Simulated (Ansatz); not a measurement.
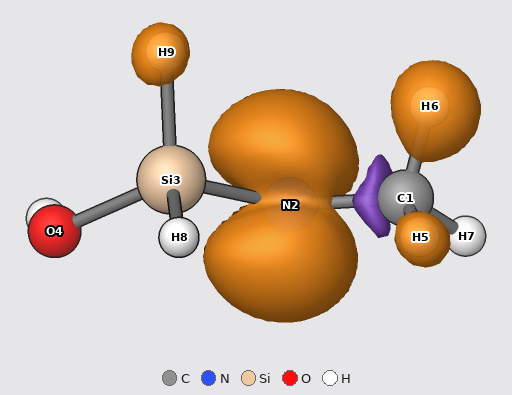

The picture shows: CH6NOSi (SMILES C[N][SiH2]O) (doublet). Isosurfaces of the spin density at +0.03 (orange) and −0.03 e/Å³ (purple), seen from one side.

Geometry: PBE0-D4/def2-TZVP.

Computed with Ansatz 0.2.0, UKS PBE0-D4/def2-TZVPP.

```xyz
10

C     0.7205    1.4973   -0.1258
N     0.6891    0.0857   -0.2589
Si   -0.6761   -0.8865    0.1823
O    -0.2215   -2.4540    0.3202
H     0.2835    1.8711    0.8120
H     0.1171    1.9438   -0.9343
H     1.7353    1.8923   -0.2349
H    -1.2606   -0.5233    1.4992
H    -1.6783   -0.6868   -0.9054
H     0.3740   -2.7908   -0.3515
```

Question: Which atoms carry the spin?

Answer: The unpaired spin (1 electron) lies mostly on N2 (about 0.7) and Si3 (about 0.1), in electrons by Hirshfeld's partition.
